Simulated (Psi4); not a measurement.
# C2H2FS− (SMILES F/C=C/[S-]) at PBE0/def2-SVPD

Aim: the energy change on altering one bond length of C2H2FS− at PBE0/def2-SVPD, from 2 runs. The job is set up through a QCSchema input.

Program for the calculation: Psi4 1.11.

1 further run of the same task is left out (set aside as unsound or not needed).

## Step 1: The system as given

The species is C2H2FS− (6 atoms), meant as a singlet with charge -1. As SMILES, `F/C=C/[S-]`. The coordinates come from a GFN2-xTB relaxation.

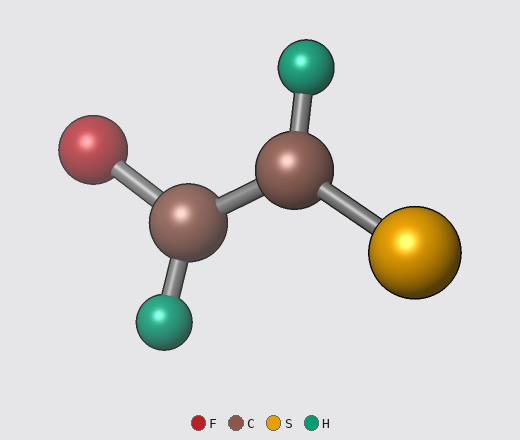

The structure, seen from a chosen angle (fluorine red, carbon brown, sulfur amber, hydrogen teal).

## Step 2: The energy at PBE0/def2-SVPD

File input.json:

```json
{
 "schema_name": "qcschema_input",
 "schema_version": 1,
 "molecule": {
  "schema_name": "qcschema_molecule",
  "schema_version": 2,
  "symbols": ["F", "C", "C", "S", "H", "H"],
  "geometry": [2.63917261, 1.58111495, -1.69916614, 1.08736731, -0.26858677, -0.65040594, -1.01576559, 0.32856668, 0.60218013, -3.00751802, -1.81621578, 1.93490948, 1.81436385, -2.13892431, -0.98910155, -1.51762015, 2.31404523, 0.80158403],
  "molecular_charge": -1,
  "molecular_multiplicity": 1,
  "fix_symmetry": "c1",
  "fix_com": true,
  "fix_orientation": true
 },
 "driver": "energy",
 "model": {
  "method": "pbe0",
  "basis": "def2-SVPD"
 },
 "keywords": {
  "puream": true,
  "e_convergence": 1e-09,
  "d_convergence": 1e-08,
  "scf_type": "pk",
  "dft_radial_points": 99,
  "dft_spherical_points": 590,
  "scf_properties": ["MAYER_INDICES", "LOWDIN_CHARGES", "WIBERG_LOWDIN_INDICES"]
 }
}
```

Run with:

```bash
$ psi4 --qcschema input.json -n 1 --memory 1600MB
```

stdout:

```text
[...]
  Running in c1 symmetry.
[...]
  Nuclear repulsion =  134.221734913552524
[...]
  Multiplicity = 1
[...]
  Nalpha       = 20
  Nbeta        = 20
[...]
    Number of basis functions: 106
[...]
   @RKS iter   1:  -574.66859228644103   -2.58826e-01   5.71744e-03 DIIS/ADIIS
[...]
   @RKS iter  12:  -574.89451906667387   -5.91172e-12   6.04131e-09 DIIS
[...]
    Orbital Energies [Eh]
    ---------------------
    Doubly Occupied:
       1A    -88.754170     2A    -24.614246     3A    -10.111957
       4A    -10.073606     5A     -7.751046     6A     -5.694105
       7A     -5.687495     8A     -5.686211     9A     -1.047232
      10A     -0.621239    11A     -0.491412    12A     -0.404689
      13A     -0.353372    14A     -0.299116    15A     -0.298136
      16A     -0.219537    17A     -0.171368    18A     -0.134207
      19A     -0.021186    20A     -0.005638
[...]
  @RKS Final Energy:  -574.89451906667387
   => Energetics <=
    Nuclear Repulsion Energy =            134.2217349135525239
    One-Electron Energy =               -1067.7930736390910624
    Two-Electron Energy =                 394.6730582638536475
    DFT Exchange-Correlation Energy =     -35.9962386049890526
    Empirical Dispersion Energy =           0.0000000000000000
    VV10 Nonlocal Energy =                  0.0000000000000000
    Total Energy =                       -574.8945190666738654
[...]
 Multipole Moments:
 ------------------------------------------------------------------------------------
     Multipole            Electronic (a.u.)      Nuclear  (a.u.)        Total (a.u.)
 ------------------------------------------------------------------------------------
 L = 1.  Multiply by 2.5417464519 to convert [e a0] to [Debye]
 Dipole X            :         25.4416000          -23.6413808            1.8002192
 Dipole Y            :         15.3811936          -14.2944176            1.0867760
 Dipole Z            :        -16.3463232           15.1891840           -1.1571392
 Magnitude           :                                                    2.4001755
[...]
```

The result, in JSON:

```text
{
 "driver": "energy",
 "model": {
  "method": "pbe0",
  "basis": "def2-SVPD"
 },
 "success": true,
 "return_result": -574.8945190666739,
 "properties": {
  "calcinfo_nbasis": 106,
  "calcinfo_nmo": 106,
  "calcinfo_nalpha": 20,
  "calcinfo_nbeta": 20,
  "calcinfo_natom": 6,
  "nuclear_repulsion_energy": 134.22173491355252,
  "return_energy": -574.8945190666739,
  "scf_one_electron_energy": -1067.793073639091,
  "scf_two_electron_energy": 394.67305826385365,
  "scf_xc_energy": -35.99623860498905,
  "scf_dipole_moment": [1.800219198322118, 1.086776036172159, -1.1571392037870254],
  "scf_total_energy": -574.8945190666739,
  "scf_iterations": 12
 }
}
```

Wall time 29 s (1 thread of Intel Xeon Platinum 8259CL at 2.50GHz (Skylake/Cascade Lake), shared host); peak memory 0.62 GiB.

## Step 3: The distorted shape

File job.json:

```json
{
 "schema_name": "qcschema_input",
 "schema_version": 1,
 "molecule": {
  "schema_name": "qcschema_molecule",
  "schema_version": 2,
  "symbols": ["F", "C", "C", "S", "H", "H"],
  "geometry": [2.93796665, 1.90286539, -1.89909728, 1.38616136, 0.05316367, -0.85033707, -0.71697154, 0.65031712, 0.40224899, -3.00751802, -1.81621578, 1.93490948, 2.11315789, -1.81717387, -1.18903269, -1.21882611, 2.63579567, 0.60165289],
  "molecular_charge": -1,
  "molecular_multiplicity": 1,
  "fix_symmetry": "c1",
  "fix_com": true,
  "fix_orientation": true
 },
 "driver": "energy",
 "model": {
  "method": "pbe0",
  "basis": "def2-SVPD"
 },
 "keywords": {
  "puream": true,
  "e_convergence": 1e-09,
  "d_convergence": 1e-08,
  "scf_type": "pk",
  "dft_radial_points": 99,
  "dft_spherical_points": 590,
  "scf_properties": ["QUADRUPOLE", "WIBERG_LOWDIN_INDICES", "MAYER_INDICES"]
 }
}
```

Run with:

```bash
$ psi4 --qcschema job.json -n 1 --memory 1600MB
```

stdout:

```text
[...]
  Running in c1 symmetry.
[...]
  Nuclear repulsion =  127.213373255539111
[...]
  Multiplicity = 1
[...]
  Nalpha       = 20
  Nbeta        = 20
[...]
    Number of basis functions: 106
[...]
   @RKS iter   1:  -574.68652843062034   -5.31093e-01   5.24540e-03 DIIS/ADIIS
[...]
   @RKS iter  12:  -574.88158845849352   -5.00222e-12   6.68535e-09 DIIS
[...]
    Orbital Energies [Eh]
    ---------------------
    Doubly Occupied:
       1A    -88.768765     2A    -24.629540     3A    -10.134824
       4A    -10.093447     5A     -7.760869     6A     -5.705580
       7A     -5.696513     8A     -5.695852     9A     -1.062329
      10A     -0.611550    11A     -0.472772    12A     -0.417827
      13A     -0.366358    14A     -0.313260    15A     -0.308318
      16A     -0.230879    17A     -0.156245    18A     -0.124991
      19A     -0.024073    20A     -0.016104
[...]
  @RKS Final Energy:  -574.88158845849352
   => Energetics <=
    Nuclear Repulsion Energy =            127.2133732555391106
    One-Electron Energy =               -1053.5023183694595446
    Two-Electron Energy =                 387.3266402345153665
    DFT Exchange-Correlation Energy =     -35.9192835790883649
    Empirical Dispersion Energy =           0.0000000000000000
    VV10 Nonlocal Energy =                  0.0000000000000000
    Total Energy =                       -574.8815884584935247
[...]
 Multipole Moments:
 ------------------------------------------------------------------------------------
     Multipole            Electronic (a.u.)      Nuclear  (a.u.)        Total (a.u.)
 ------------------------------------------------------------------------------------
 L = 1.  Multiply by 2.5417464519 to convert [e a0] to [Debye]
 Dipole X            :         18.6550130          -16.7691178            1.8858952
 Dipole Y            :          7.9343865           -6.8941574            1.0402290
 Dipole Z            :        -11.7977351           10.5907679           -1.2069672
 Magnitude           :                                                    2.4688959
 L = 2.  Multiply by 1.3450342976 to convert [e a0^2] to [Debye ang]
 Quadrupole XX       :       -279.3516415          242.9713890          -36.3802526
 Quadrupole XY       :       -134.3621480          128.3038779           -6.0582701
[...]
```

The result, in JSON:

```text
{
 "driver": "energy",
 "model": {
  "method": "pbe0",
  "basis": "def2-SVPD"
 },
 "success": true,
 "return_result": -574.8815884584935,
 "properties": {
  "calcinfo_nbasis": 106,
  "calcinfo_nmo": 106,
  "calcinfo_nalpha": 20,
  "calcinfo_nbeta": 20,
  "calcinfo_natom": 6,
  "nuclear_repulsion_energy": 127.21337325553911,
  "return_energy": -574.8815884584935,
  "scf_one_electron_energy": -1053.5023183694595,
  "scf_two_electron_energy": 387.32664023451537,
  "scf_xc_energy": -35.919283579088365,
  "scf_dipole_moment": [1.8858952324365887, 1.0402290454338603, -1.2069671721688326],
  "scf_total_energy": -574.8815884584935,
  "scf_iterations": 12
 }
}
```

Run time: 32 s. Hardware: 1 thread of Intel Xeon Platinum 8259CL at 2.50GHz (Skylake/Cascade Lake), shared host; peak memory 0.61 GiB.

## Step 4: What came out

Level: PBE0/def2-SVPD.

| quantity | value |
| --- | --- |
| first shape: total energy | -574.89452 Eh |
| first shape: HOMO energy | -0.15 eV |
| first shape: LUMO energy | 4.94 eV |
| first shape: HOMO–LUMO gap (to an unbound level, set by the basis) | 5.10 eV |
| distorted shape: total energy | -574.88159 Eh |
| distorted shape: HOMO energy | -0.44 eV |
| distorted shape: LUMO energy | 4.63 eV |
| distorted shape: HOMO–LUMO gap (to an unbound level, set by the basis) | 5.07 eV |
| energy change with the C3–S4 bond stretched from 1.702 to 1.957 Å | 0.352 eV |

What this shows: With the C3–S4 bond stretched from 1.702 to 1.957 Å the energy rises by 0.35 eV (33.9 kJ/mol). The first shape isn't relaxed at this level, so the change isn't measured from a minimum.
